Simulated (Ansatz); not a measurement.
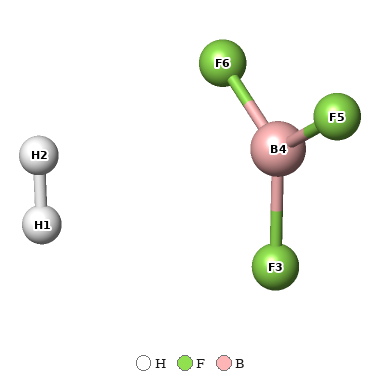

The system is the pair H₂···BF₃; the picture shows the reference structure. The turn is about an axis along (−0.95, 0.26, 0.20) in the frame of the relaxed pair, normal to the line between the partners. The first coordinate is: distance B4···H2; the second: turn of H1, H2 about B4. The grid has 15 × 15 points. Energies are in kJ/mol, from the lowest grid point. All numbers below come from Ansatz, RHF/def2-SVPD.

Its coordinates:

```xyz
6

H     0.1611   -0.2494   -1.9978
H    -0.5702   -0.1104   -1.9341
F     1.3898   -0.0243    0.8404
B     0.1019    0.0897    0.9796
F    -0.6273   -0.9692    1.1729
F    -0.4553    1.2637    0.9388
```

Range: distance B4···H2 from 2.517 to 5.117 Å; turn of H1, H2 about B4 from −60.0 to 60.0°.

### What will the energy surface look like?

The lowest grid point is at distance B4···H2 = 2.967 Å, turn of H1, H2 about B4 = 0.0°. No other kind of well shows on this grid. The highest grid point, distance B4···H2 = 2.517 Å, turn of H1, H2 about B4 = 60.0°, lies 114.8 kJ/mol above the lowest. Round the minimum the two coordinates are nearly uncoupled.

```tsv
turn of H1, H2 about B4 ↓, distance B4···H2 →	2.517	2.582	2.688	2.818	2.967	3.132	3.311	3.503	3.705	3.918	4.141	4.372	4.613	4.861	5.117
60.0	114.8	95.6	70.5	48.0	30.7	18.7	11.0	6.6	4.3	3.1	2.5	2.3	2.2	2.2	2.2
51.4	74.0	61.5	45.2	30.8	19.7	12.1	7.3	4.6	3.2	2.5	2.2	2.1	2.1	2.1	2.2
42.9	44.8	37.1	27.1	18.3	11.7	7.3	4.6	3.1	2.4	2.1	2.0	2.0	2.0	2.1	2.2
34.3	25.7	21.1	15.2	10.1	6.4	4.1	2.7	2.1	1.8	1.8	1.8	1.9	2.0	2.1	2.1
25.7	14.0	11.3	7.9	5.1	3.2	2.1	1.6	1.4	1.5	1.6	1.7	1.8	1.9	2.0	2.1
17.1	7.3	5.6	3.7	2.2	1.3	0.9	0.9	1.0	1.3	1.5	1.6	1.8	1.9	2.0	2.1
8.6	3.9	2.8	1.6	0.7	0.3	0.3	0.5	0.8	1.2	1.4	1.6	1.8	1.9	2.0	2.1
0.0	3.0	2.1	1.0	0.3	0.0	0.1	0.4	0.8	1.1	1.4	1.6	1.7	1.9	2.0	2.1
−8.6	4.0	2.9	1.6	0.7	0.3	0.3	0.5	0.8	1.1	1.4	1.6	1.7	1.9	2.0	2.1
−17.1	6.8	5.2	3.3	1.9	1.0	0.7	0.7	0.9	1.2	1.4	1.6	1.8	1.9	2.0	2.1
−25.7	11.4	9.0	6.2	3.8	2.3	1.5	1.2	1.2	1.3	1.5	1.7	1.8	1.9	2.0	2.1
−34.3	18.0	14.6	10.3	6.7	4.2	2.6	1.9	1.6	1.5	1.6	1.7	1.8	1.9	2.0	2.1
−42.9	27.0	22.1	15.8	10.5	6.6	4.2	2.8	2.1	1.8	1.8	1.8	1.9	2.0	2.1	2.1
−51.4	38.2	31.5	22.9	15.4	9.8	6.1	3.9	2.8	2.2	2.0	2.0	2.0	2.0	2.1	2.1
−60.0	50.9	42.1	30.8	20.9	13.4	8.3	5.2	3.5	2.6	2.2	2.1	2.0	2.1	2.1	2.2
```

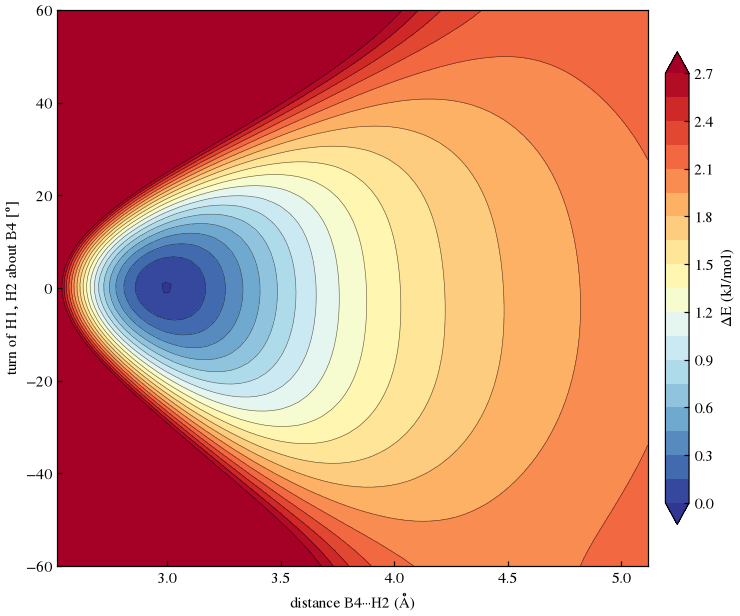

Drawn: filled contours, one colour for all values above the top of the scale. Between grid points the surface is interpolated.

The whole map (225 points run) took 5.3 min on 1 thread of Arm Neoverse V2, with other jobs on the host.
